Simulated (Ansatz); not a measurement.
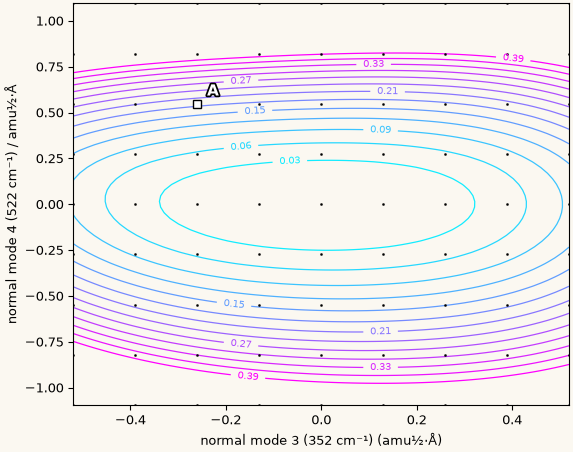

AlBClH2, SMILES [AlH][BH]Cl, spin multiplicity 2. Coordinates scanned: (1) normal mode 3 (352 cm⁻¹); (2) normal mode 4 (522 cm⁻¹). Nothing is relaxed (straight displacements along the two mass-weighted modes). Grid: 9 × 9 points. All energies are given in eV relative to the lowest grid point. The calculation used UKS BHLYP-D4/def2-TZVP (Ansatz).

Drawn: contour lines labelled in eV (none above 0.39), dots at the grid points, the point A. Between grid points the surface is interpolated.

### Which way does the force act at A, and how strong is it?

A, at normal mode 3 (352 cm⁻¹) = −0.26 amu½·Å, normal mode 4 (522 cm⁻¹) = 0.547 amu½·Å, is not a stationary point. The computed force is 0.14 eV for each amu½·Å towards larger values of normal mode 3 (352 cm⁻¹) and 0.67 eV for each amu½·Å towards smaller values of normal mode 4 (522 cm⁻¹).
